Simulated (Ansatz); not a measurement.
# CHAl (triplet): B3LYP, BHLYP over a scan of the distance Al1–H3, 6-31G

Aim: run CHAl (triplet) with these functionals over a scan of the distance Al1–H3, and hold them against the top wave-function level at the same points.

The runs use Ansatz 0.2.0, Gaussian basis; 6-31G, all electrons in the functionals.

The runs, in order: B3LYP, BHLYP, at 1.296 Å; 1.450 Å; 1.601 Å; 1.762 Å; 1.926 Å; 2.253 Å; 2.503 Å; 2.890 Å; 3.473 Å; 4.272 Å; 5.452 Å.

16 further runs of the same task are left out: 1 for a known fault of the program, 14 that didn't finish, 1 set aside as unsound or not needed.

### 1 What is computed

The geometry derives from a PBE0/def2-TZVP stationary point (not a proven minimum). One bond is set to the value named and the two fragments are kept rigid.

3 atoms, charge 0, spin multiplicity 3.

Atoms are counted from 1 here; the program's logs count them from 0.

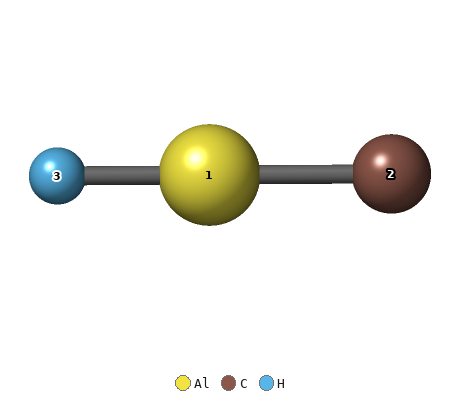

The structure; aluminium yellow, carbon brown, hydrogen blue; atoms are numbered from 1 in the order of the file.

No dispersion term is added. B3LYP takes the VWN-RPA correlation.

The geometry shown and the zero of energy belong to the point 1.601 Å. The yardstick, FCI, and other wave-function levels (R restricted, U unrestricted, valence and pair active spaces) come from earlier runs.

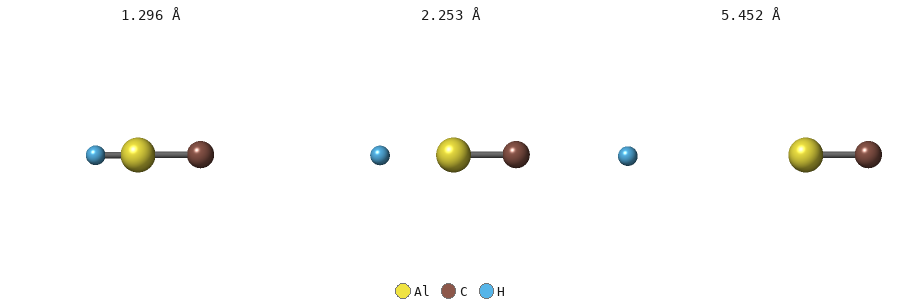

Three points of the scan; sticks are drawn by distance.

### 2 B3LYP, 1.296 Å

in.yaml reads:

```yaml
crystal:
  periodic: [false, false, false]
  atoms:
    - {symbol: Al, position_ang: [0.000000, 0.000000, 0.206733]}
    - {symbol: C, position_ang: [0.000000, 0.000000, -1.709467]}
    - {symbol: H, position_ang: [0.000000, 0.000000, 1.502733]}
basis:
  gaussian: {orbitals: 6-31G}
magnetization: {spin_polarized: true, initial_magnetization: 2}
hamiltonian: {xc: {name: B3LYP}}
```

On the command line:

```bash
> ansatz run in.yaml --threads 1 --pin off --events-out ev --progress --plain --max-ram 2393MiB
```

The log of the run:

```text
Functional definition: B3LYP
  name "B3LYP"
  cite "Stephens, Devlin, Chabalowski & Frisch, J. Phys. Chem. 98, 11623 (1994) doi:10.1021/j100096a001"
  cite "Becke, Phys. Rev. A 38, 3098 (1988) doi:10.1103/PhysRevA.38.3098"
  cite "Lee, Yang & Parr, Phys. Rev. B 37, 785 (1988) doi:10.1103/PhysRevB.37.785"
  cite "Vosko, Wilk & Nusair, Can. J. Phys. 58, 1200 (1980) doi:10.1139/p80-159"
  parameter a0 = 0.2
  parameter ax = 0.72
  parameter ac = 0.81
  exchange = (1 - a0 - ax)*slater_x + ax*b88_x + a0*exact_x
  correlation = (1 - ac)*vwn_rpa_c + ac*lyp_c
297 factors; integrals over basis functions are off by at most 1.5e-4 eV
mean field evaluation 1: about -7638.5028 eV, gradient 2.3e1 eV
mean field evaluation 2: about -7604.6995 eV, gradient 5.5e1 eV
mean field evaluation 4: about -7642.4773 eV, gradient 1.8e0 eV
mean field evaluation 8: about -7642.5250 eV, gradient 9.8e-2 eV
mean field evaluation 16: about -7642.5252 eV, gradient 5.5e-5 eV
mean field -7642.52520251 eV, -280.8576209025 hartree, gradient 2.1e-5 eV, S^2 2.002112; 1 other end points of the search recorded, 0 dependent functions left out
reference -7642.52540794 eV, -280.8576284519 hartree; 11, 9 occupied and 13, 15 virtual orbitals, 297 factors
Total energy: -7642.52540794 eV, -280.8576284519 hartree
```

Wall time 0.9 s (1 thread of Arm Neoverse V1, shared host).

From the report: ⟨S²⟩ of the determinant 2.002 (pure triplet: 2.00).

### 3 B3LYP, 1.450 Å

in.yaml reads:

```yaml
crystal:
  periodic: [false, false, false]
  atoms:
    - {symbol: Al, position_ang: [0.000000, 0.000000, 0.155400]}
    - {symbol: C, position_ang: [0.000000, 0.000000, -1.760800]}
    - {symbol: H, position_ang: [0.000000, 0.000000, 1.605400]}
basis:
  gaussian: {orbitals: 6-31G}
magnetization: {spin_polarized: true, initial_magnetization: 2}
hamiltonian: {xc: {name: B3LYP}}
```

The command is unchanged.

The log of the run (excerpt; [...] marks lines left out):

```text
Functional definition: B3LYP
  name "B3LYP"
  cite "Stephens, Devlin, Chabalowski & Frisch, J. Phys. Chem. 98, 11623 (1994) doi:10.1021/j100096a001"
  cite "Becke, Phys. Rev. A 38, 3098 (1988) doi:10.1103/PhysRevA.38.3098"
  cite "Lee, Yang & Parr, Phys. Rev. B 37, 785 (1988) doi:10.1103/PhysRevB.37.785"
  cite "Vosko, Wilk & Nusair, Can. J. Phys. 58, 1200 (1980) doi:10.1139/p80-159"
[...]
297 factors; integrals over basis functions are off by at most 1.2e-4 eV
[...]
mean field -7643.27658253 eV, -280.8852336090 hartree, gradient 1.1e-5 eV, S^2 2.002329; 1 other end points of the search recorded, 0 dependent functions left out
reference -7643.27679044 eV, -280.8852412495 hartree; 11, 9 occupied and 13, 15 virtual orbitals, 297 factors
Total energy: -7643.27679044 eV, -280.8852412495 hartree
```

It took 0.87 s on 1 thread of Arm Neoverse V1, shared host.

From the report: ⟨S²⟩ of the determinant 2.002 (pure triplet: 2.00).

### 4 B3LYP, 1.601 Å

in.yaml reads:

```yaml
crystal:
  periodic: [false, false, false]
  atoms:
    - {symbol: Al, position_ang: [0.000000, 0.000000, 0.105100]}
    - {symbol: C, position_ang: [0.000000, 0.000000, -1.811100]}
    - {symbol: H, position_ang: [0.000000, 0.000000, 1.706000]}
basis:
  gaussian: {orbitals: 6-31G}
magnetization: {spin_polarized: true, initial_magnetization: 2}
hamiltonian: {xc: {name: B3LYP}}
```

The command is unchanged.

The log of the run (excerpt; [...] marks lines left out):

```text
Functional definition: B3LYP
  name "B3LYP"
  cite "Stephens, Devlin, Chabalowski & Frisch, J. Phys. Chem. 98, 11623 (1994) doi:10.1021/j100096a001"
  cite "Becke, Phys. Rev. A 38, 3098 (1988) doi:10.1103/PhysRevA.38.3098"
  cite "Lee, Yang & Parr, Phys. Rev. B 37, 785 (1988) doi:10.1103/PhysRevB.37.785"
  cite "Vosko, Wilk & Nusair, Can. J. Phys. 58, 1200 (1980) doi:10.1139/p80-159"
[...]
297 factors; integrals over basis functions are off by at most 1.3e-4 eV
[...]
mean field -7643.48183636 eV, -280.8927765482 hartree, gradient 1.7e-5 eV, S^2 2.003131; 1 other end points of the search recorded, 0 dependent functions left out
reference -7643.48204349 eV, -280.8927841601 hartree; 11, 9 occupied and 13, 15 virtual orbitals, 297 factors
Total energy: -7643.48204349 eV, -280.8927841601 hartree
```

Run time: 0.78 s. Hardware: 1 thread of Arm Neoverse V1, shared host.

From the report: ⟨S²⟩ of the determinant 2.003 (pure triplet: 2.00).

### 5 B3LYP, 1.762 Å

in.yaml reads:

```yaml
crystal:
  periodic: [false, false, false]
  atoms:
    - {symbol: Al, position_ang: [0.000000, 0.000000, 0.051400]}
    - {symbol: C, position_ang: [0.000000, 0.000000, -1.864800]}
    - {symbol: H, position_ang: [0.000000, 0.000000, 1.813400]}
basis:
  gaussian: {orbitals: 6-31G}
magnetization: {spin_polarized: true, initial_magnetization: 2}
hamiltonian: {xc: {name: B3LYP}}
```

Launched as before.

The log of the run (excerpt; [...] marks lines left out):

```text
Functional definition: B3LYP
  name "B3LYP"
  cite "Stephens, Devlin, Chabalowski & Frisch, J. Phys. Chem. 98, 11623 (1994) doi:10.1021/j100096a001"
  cite "Becke, Phys. Rev. A 38, 3098 (1988) doi:10.1103/PhysRevA.38.3098"
  cite "Lee, Yang & Parr, Phys. Rev. B 37, 785 (1988) doi:10.1103/PhysRevB.37.785"
  cite "Vosko, Wilk & Nusair, Can. J. Phys. 58, 1200 (1980) doi:10.1139/p80-159"
[...]
297 factors; integrals over basis functions are off by at most 1.2e-4 eV
[...]
mean field -7643.38484568 eV, -280.8892122065 hartree, gradient 1.5e-5 eV, S^2 2.005781; 1 other end points of the search recorded, 0 dependent functions left out
reference -7643.38505223 eV, -280.8892197970 hartree; 11, 9 occupied and 13, 15 virtual orbitals, 297 factors
Total energy: -7643.38505223 eV, -280.8892197970 hartree
```

Run time: 0.84 s. Hardware: 1 thread of Arm Neoverse V1, shared host.

From the report: ⟨S²⟩ of the determinant 2.006 (pure triplet: 2.00).

From 1.601 Å: +9.4 kJ/mol.

### 6 B3LYP, 1.926 Å

in.yaml reads:

```yaml
crystal:
  periodic: [false, false, false]
  atoms:
    - {symbol: Al, position_ang: [0.000000, 0.000000, -0.003267]}
    - {symbol: C, position_ang: [0.000000, 0.000000, -1.919467]}
    - {symbol: H, position_ang: [0.000000, 0.000000, 1.922733]}
basis:
  gaussian: {orbitals: 6-31G}
magnetization: {spin_polarized: true, initial_magnetization: 2}
hamiltonian: {xc: {name: B3LYP}}
```

Launched as before.

The log of the run (excerpt; [...] marks lines left out):

```text
Functional definition: B3LYP
  name "B3LYP"
  cite "Stephens, Devlin, Chabalowski & Frisch, J. Phys. Chem. 98, 11623 (1994) doi:10.1021/j100096a001"
  cite "Becke, Phys. Rev. A 38, 3098 (1988) doi:10.1103/PhysRevA.38.3098"
  cite "Lee, Yang & Parr, Phys. Rev. B 37, 785 (1988) doi:10.1103/PhysRevB.37.785"
  cite "Vosko, Wilk & Nusair, Can. J. Phys. 58, 1200 (1980) doi:10.1139/p80-159"
[...]
297 factors; integrals over basis functions are off by at most 1.1e-4 eV
[...]
mean field -7643.11546572 eV, -280.8793126755 hartree, gradient 6.1e-5 eV, S^2 2.014686; 3 other end points of the search recorded, 0 dependent functions left out
reference -7643.11567511 eV, -280.8793203705 hartree; 11, 9 occupied and 13, 15 virtual orbitals, 297 factors
Total energy: -7643.11567511 eV, -280.8793203705 hartree
```

It took 0.93 s on 1 thread of Arm Neoverse V1, shared host.

From the report: ⟨S²⟩ of the determinant 2.015 (pure triplet: 2.00).

From 1.601 Å: +35.3 kJ/mol.

### 7 B3LYP, 2.253 Å

in.yaml reads:

```yaml
crystal:
  periodic: [false, false, false]
  atoms:
    - {symbol: Al, position_ang: [0.000000, 0.000000, -0.112267]}
    - {symbol: C, position_ang: [0.000000, 0.000000, -2.028467]}
    - {symbol: H, position_ang: [0.000000, 0.000000, 2.140733]}
basis:
  gaussian: {orbitals: 6-31G}
magnetization: {spin_polarized: true, initial_magnetization: 2}
hamiltonian: {xc: {name: B3LYP}}
```

Launched as before.

The log of the run (excerpt; [...] marks lines left out):

```text
Functional definition: B3LYP
  name "B3LYP"
  cite "Stephens, Devlin, Chabalowski & Frisch, J. Phys. Chem. 98, 11623 (1994) doi:10.1021/j100096a001"
  cite "Becke, Phys. Rev. A 38, 3098 (1988) doi:10.1103/PhysRevA.38.3098"
  cite "Lee, Yang & Parr, Phys. Rev. B 37, 785 (1988) doi:10.1103/PhysRevB.37.785"
  cite "Vosko, Wilk & Nusair, Can. J. Phys. 58, 1200 (1980) doi:10.1139/p80-159"
[...]
297 factors; integrals over basis functions are off by at most 1.1e-4 eV
[...]
mean field -7642.43726724 eV, -280.8543893410 hartree, gradient 4.5e-5 eV, S^2 2.187268; 3 other end points of the search recorded, 0 dependent functions left out
reference -7642.43747732 eV, -280.8543970613 hartree; 11, 9 occupied and 13, 15 virtual orbitals, 297 factors
Total energy: -7642.43747732 eV, -280.8543970613 hartree
```

Wall time 1.2 s (1 thread of Arm Neoverse V1, shared host).

From the report: ⟨S²⟩ of the determinant 2.187 (pure triplet: 2.00).

From 1.601 Å: +100.8 kJ/mol.

### 8 B3LYP, 2.503 Å

in.yaml reads:

```yaml
crystal:
  periodic: [false, false, false]
  atoms:
    - {symbol: Al, position_ang: [0.000000, 0.000000, -0.195600]}
    - {symbol: C, position_ang: [0.000000, 0.000000, -2.111800]}
    - {symbol: H, position_ang: [0.000000, 0.000000, 2.307400]}
basis:
  gaussian: {orbitals: 6-31G}
magnetization: {spin_polarized: true, initial_magnetization: 2}
hamiltonian: {xc: {name: B3LYP}}
```

Launched as before.

The log of the run (excerpt; [...] marks lines left out):

```text
Functional definition: B3LYP
  name "B3LYP"
  cite "Stephens, Devlin, Chabalowski & Frisch, J. Phys. Chem. 98, 11623 (1994) doi:10.1021/j100096a001"
  cite "Becke, Phys. Rev. A 38, 3098 (1988) doi:10.1103/PhysRevA.38.3098"
  cite "Lee, Yang & Parr, Phys. Rev. B 37, 785 (1988) doi:10.1103/PhysRevB.37.785"
  cite "Vosko, Wilk & Nusair, Can. J. Phys. 58, 1200 (1980) doi:10.1139/p80-159"
[...]
297 factors; integrals over basis functions are off by at most 1.1e-4 eV
[...]
mean field -7642.03660432 eV, -280.8396652504 hartree, gradient 1.6e-5 eV, S^2 2.506311; 4 other end points of the search recorded, 0 dependent functions left out
reference -7642.03681190 eV, -280.8396728787 hartree; 11, 9 occupied and 13, 15 virtual orbitals, 297 factors
Total energy: -7642.03681190 eV, -280.8396728787 hartree
```

Wall time 1.6 s (1 thread of Arm Neoverse V1, shared host).

From the report: ⟨S²⟩ of the determinant 2.506 (pure triplet: 2.00). The determinant is far from a pure spin state, so its energy mixes those of several spin states (harmless only where they are near-degenerate, as at dissociation).

From 1.601 Å: +139.4 kJ/mol.

### 9 B3LYP, 2.890 Å

in.yaml reads:

```yaml
crystal:
  periodic: [false, false, false]
  atoms:
    - {symbol: Al, position_ang: [0.000000, 0.000000, -0.324600]}
    - {symbol: C, position_ang: [0.000000, 0.000000, -2.240800]}
    - {symbol: H, position_ang: [0.000000, 0.000000, 2.565400]}
basis:
  gaussian: {orbitals: 6-31G}
magnetization: {spin_polarized: true, initial_magnetization: 2}
hamiltonian: {xc: {name: B3LYP}}
```

Same command.

The log of the run (excerpt; [...] marks lines left out):

```text
Functional definition: B3LYP
  name "B3LYP"
  cite "Stephens, Devlin, Chabalowski & Frisch, J. Phys. Chem. 98, 11623 (1994) doi:10.1021/j100096a001"
  cite "Becke, Phys. Rev. A 38, 3098 (1988) doi:10.1103/PhysRevA.38.3098"
  cite "Lee, Yang & Parr, Phys. Rev. B 37, 785 (1988) doi:10.1103/PhysRevB.37.785"
  cite "Vosko, Wilk & Nusair, Can. J. Phys. 58, 1200 (1980) doi:10.1139/p80-159"
[...]
297 factors; integrals over basis functions are off by at most 1.4e-4 eV
[...]
mean field -7641.69629161 eV, -280.8271589887 hartree, gradient 1.4e-5 eV, S^2 2.800852; 4 other end points of the search recorded, 0 dependent functions left out
reference -7641.69650345 eV, -280.8271667738 hartree; 11, 9 occupied and 13, 15 virtual orbitals, 297 factors
Total energy: -7641.69650345 eV, -280.8271667738 hartree
```

Wall time 3 s (1 thread of Arm Neoverse V1, shared host).

From the report: ⟨S²⟩ of the determinant 2.801 (pure triplet: 2.00). The determinant is far from a pure spin state, so its energy mixes those of several spin states (harmless only where they are near-degenerate, as at dissociation).

From 1.601 Å: +172.3 kJ/mol.

### 10 B3LYP, 3.473 Å

in.yaml reads:

```yaml
crystal:
  periodic: [false, false, false]
  atoms:
    - {symbol: Al, position_ang: [0.000000, 0.000000, -0.518933]}
    - {symbol: C, position_ang: [0.000000, 0.000000, -2.435133]}
    - {symbol: H, position_ang: [0.000000, 0.000000, 2.954067]}
basis:
  gaussian: {orbitals: 6-31G}
magnetization: {spin_polarized: true, initial_magnetization: 2}
hamiltonian: {xc: {name: B3LYP}}
```

The command is unchanged.

The log of the run (excerpt; [...] marks lines left out):

```text
Functional definition: B3LYP
  name "B3LYP"
  cite "Stephens, Devlin, Chabalowski & Frisch, J. Phys. Chem. 98, 11623 (1994) doi:10.1021/j100096a001"
  cite "Becke, Phys. Rev. A 38, 3098 (1988) doi:10.1103/PhysRevA.38.3098"
  cite "Lee, Yang & Parr, Phys. Rev. B 37, 785 (1988) doi:10.1103/PhysRevB.37.785"
  cite "Vosko, Wilk & Nusair, Can. J. Phys. 58, 1200 (1980) doi:10.1139/p80-159"
[...]
297 factors; integrals over basis functions are off by at most 2.4e-4 eV
[...]
mean field -7641.50836285 eV, -280.8202527344 hartree, gradient 2.5e-6 eV, S^2 2.956809; 7 other end points of the search recorded, 0 dependent functions left out
reference -7641.50858782 eV, -280.8202610018 hartree; 11, 9 occupied and 13, 15 virtual orbitals, 297 factors
Total energy: -7641.50858782 eV, -280.8202610018 hartree
```

It took 4.1 s on 1 thread of Arm Neoverse V1, shared host.

From the report: ⟨S²⟩ of the determinant 2.957 (pure triplet: 2.00). The determinant is far from a pure spin state, so its energy mixes those of several spin states (harmless only where they are near-degenerate, as at dissociation).

From 1.601 Å: +190.4 kJ/mol.

### 11 B3LYP, 4.272 Å

in.yaml reads:

```yaml
crystal:
  periodic: [false, false, false]
  atoms:
    - {symbol: Al, position_ang: [0.000000, 0.000000, -0.785267]}
    - {symbol: C, position_ang: [0.000000, 0.000000, -2.701467]}
    - {symbol: H, position_ang: [0.000000, 0.000000, 3.486733]}
basis:
  gaussian: {orbitals: 6-31G}
magnetization: {spin_polarized: true, initial_magnetization: 2}
hamiltonian: {xc: {name: B3LYP}}
```

Same command.

The log of the run (excerpt; [...] marks lines left out):

```text
Functional definition: B3LYP
  name "B3LYP"
  cite "Stephens, Devlin, Chabalowski & Frisch, J. Phys. Chem. 98, 11623 (1994) doi:10.1021/j100096a001"
  cite "Becke, Phys. Rev. A 38, 3098 (1988) doi:10.1103/PhysRevA.38.3098"
  cite "Lee, Yang & Parr, Phys. Rev. B 37, 785 (1988) doi:10.1103/PhysRevB.37.785"
  cite "Vosko, Wilk & Nusair, Can. J. Phys. 58, 1200 (1980) doi:10.1139/p80-159"
[...]
298 factors; integrals over basis functions are off by at most 1.0e-4 eV
[...]
mean field -7641.45069533 eV, -280.8181334920 hartree, gradient 1.4e-5 eV, S^2 2.998476; 4 other end points of the search recorded, 0 dependent functions left out
reference -7641.45093091 eV, -280.8181421495 hartree; 11, 9 occupied and 13, 15 virtual orbitals, 298 factors
Total energy: -7641.45093091 eV, -280.8181421495 hartree
```

Wall time 2.4 s (1 thread of Arm Neoverse V1, shared host).

From the report: ⟨S²⟩ of the determinant 2.998 (pure triplet: 2.00). The determinant is far from a pure spin state, so its energy mixes those of several spin states (harmless only where they are near-degenerate, as at dissociation).

From 1.601 Å: +196.0 kJ/mol.

### 12 B3LYP, 5.452 Å

in.yaml reads:

```yaml
crystal:
  periodic: [false, false, false]
  atoms:
    - {symbol: Al, position_ang: [0.000000, 0.000000, -1.178600]}
    - {symbol: C, position_ang: [0.000000, 0.000000, -3.094800]}
    - {symbol: H, position_ang: [0.000000, 0.000000, 4.273400]}
basis:
  gaussian: {orbitals: 6-31G}
magnetization: {spin_polarized: true, initial_magnetization: 2}
hamiltonian: {xc: {name: B3LYP}}
```

The command is unchanged.

The log of the run (excerpt; [...] marks lines left out):

```text
Functional definition: B3LYP
  name "B3LYP"
  cite "Stephens, Devlin, Chabalowski & Frisch, J. Phys. Chem. 98, 11623 (1994) doi:10.1021/j100096a001"
  cite "Becke, Phys. Rev. A 38, 3098 (1988) doi:10.1103/PhysRevA.38.3098"
  cite "Lee, Yang & Parr, Phys. Rev. B 37, 785 (1988) doi:10.1103/PhysRevB.37.785"
  cite "Vosko, Wilk & Nusair, Can. J. Phys. 58, 1200 (1980) doi:10.1139/p80-159"
[...]
297 factors; integrals over basis functions are off by at most 2.6e-4 eV
[...]
mean field -7641.43690821 eV, -280.8176268248 hartree, gradient 3.8e-6 eV, S^2 3.003313; 4 other end points of the search recorded, 0 dependent functions left out
reference -7641.43717989 eV, -280.8176368087 hartree; 11, 9 occupied and 13, 15 virtual orbitals, 297 factors
Total energy: -7641.43717989 eV, -280.8176368087 hartree
```

Run time: 2.6 s. Hardware: 1 thread of Arm Neoverse V1, shared host.

From the report: ⟨S²⟩ of the determinant 3.003 (pure triplet: 2.00). The determinant is far from a pure spin state, so its energy mixes those of several spin states (harmless only where they are near-degenerate, as at dissociation).

From 1.601 Å: +197.3 kJ/mol.

### 13 BHLYP, 1.296 Å

in.yaml reads:

```yaml
crystal:
  periodic: [false, false, false]
  atoms:
    - {symbol: Al, position_ang: [0.000000, 0.000000, 0.206733]}
    - {symbol: C, position_ang: [0.000000, 0.000000, -1.709467]}
    - {symbol: H, position_ang: [0.000000, 0.000000, 1.502733]}
basis:
  gaussian: {orbitals: 6-31G}
magnetization: {spin_polarized: true, initial_magnetization: 2}
hamiltonian: {xc: {name: BHLYP}}
```

Launched as before.

The log of the run:

```text
Functional definition: BHLYP
  name "BHLYP"
  cite "Becke, J. Chem. Phys. 98, 1372 (1993) doi:10.1063/1.464304"
  cite "Becke, Phys. Rev. A 38, 3098 (1988) doi:10.1103/PhysRevA.38.3098"
  cite "Lee, Yang & Parr, Phys. Rev. B 37, 785 (1988) doi:10.1103/PhysRevB.37.785"
  parameter a = 0.5
  exchange = (1 - a)*b88_x + a*exact_x
  correlation = lyp_c
297 factors; integrals over basis functions are off by at most 1.5e-4 eV
mean field evaluation 1: about -7638.9872 eV, gradient 1.7e1 eV
mean field evaluation 2: about -7635.1030 eV, gradient 2.7e1 eV
mean field evaluation 4: about -7641.1286 eV, gradient 2.2e-1 eV
mean field evaluation 8: about -7641.1759 eV, gradient 5.6e-2 eV
mean field evaluation 16: about -7641.1762 eV, gradient 1.3e-4 eV
mean field -7641.17615094 eV, -280.8080441718 hartree, gradient 2.1e-5 eV, S^2 2.002190; 1 other end points of the search recorded, 0 dependent functions left out
reference -7641.17628897 eV, -280.8080492445 hartree; 11, 9 occupied and 13, 15 virtual orbitals, 297 factors
Total energy: -7641.17628897 eV, -280.8080492445 hartree
```

Run time: 1.4 s. Hardware: 1 thread of Arm Neoverse V1, shared host.

From the report: ⟨S²⟩ of the determinant 2.002 (pure triplet: 2.00).

### 14 BHLYP, 1.450 Å

in.yaml reads:

```yaml
crystal:
  periodic: [false, false, false]
  atoms:
    - {symbol: Al, position_ang: [0.000000, 0.000000, 0.155400]}
    - {symbol: C, position_ang: [0.000000, 0.000000, -1.760800]}
    - {symbol: H, position_ang: [0.000000, 0.000000, 1.605400]}
basis:
  gaussian: {orbitals: 6-31G}
magnetization: {spin_polarized: true, initial_magnetization: 2}
hamiltonian: {xc: {name: BHLYP}}
```

Same command.

The log of the run:

```text
Functional definition: BHLYP
  name "BHLYP"
  cite "Becke, J. Chem. Phys. 98, 1372 (1993) doi:10.1063/1.464304"
  cite "Becke, Phys. Rev. A 38, 3098 (1988) doi:10.1103/PhysRevA.38.3098"
  cite "Lee, Yang & Parr, Phys. Rev. B 37, 785 (1988) doi:10.1103/PhysRevB.37.785"
  parameter a = 0.5
  exchange = (1 - a)*b88_x + a*exact_x
  correlation = lyp_c
297 factors; integrals over basis functions are off by at most 1.2e-4 eV
mean field evaluation 1: about -7639.7749 eV, gradient 1.7e1 eV
mean field evaluation 2: about -7635.6649 eV, gradient 2.7e1 eV
mean field evaluation 4: about -7641.8642 eV, gradient 2.1e-1 eV
mean field evaluation 8: about -7641.9091 eV, gradient 4.4e-2 eV
mean field evaluation 16: about -7641.9093 eV, gradient 2.0e-4 eV
mean field -7641.90928408 eV, -280.8349863177 hartree, gradient 3.9e-5 eV, S^2 2.002684; 1 other end points of the search recorded, 0 dependent functions left out
reference -7641.90942316 eV, -280.8349914287 hartree; 11, 9 occupied and 13, 15 virtual orbitals, 297 factors
Total energy: -7641.90942316 eV, -280.8349914287 hartree
```

Wall time 0.9 s (1 thread of Arm Neoverse V1, shared host).

From the report: ⟨S²⟩ of the determinant 2.003 (pure triplet: 2.00).

[end of part 1 of 2]
